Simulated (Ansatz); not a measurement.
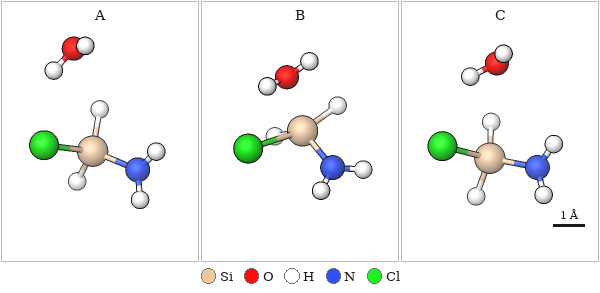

3 geometries from a converged minimum-energy path of SiNH6OCl, shuffled. The picture is a ball-and-stick view, seen at a tilt.

Theory: RKS B3LYP-D4/def2-SVP (Ansatz). Run with 7 movable images; climbing image; force threshold 0.03 eV/Å; iteration limit 60; starting path through a guess of the saddle point.

Which frame is the top of the path?

B. In order along the path, whose images run from 0 to 8: B (image 2, +0.78 eV), A (image 5, +0.19 eV), C (image 6, +0.10 eV). Breaking: Cl–H (1.32 → 3.59 Å), O–Si (1.70 → 3.28 Å). Forming: H–O (1.80 → 0.97 Å), Cl–Si (3.68 → 2.13 Å).

The run took 7.1 min on 2 threads of Intel(R) Xeon(R) 6975P-C (Granite Rapids), on a shared host, peak memory 0.21 GiB.
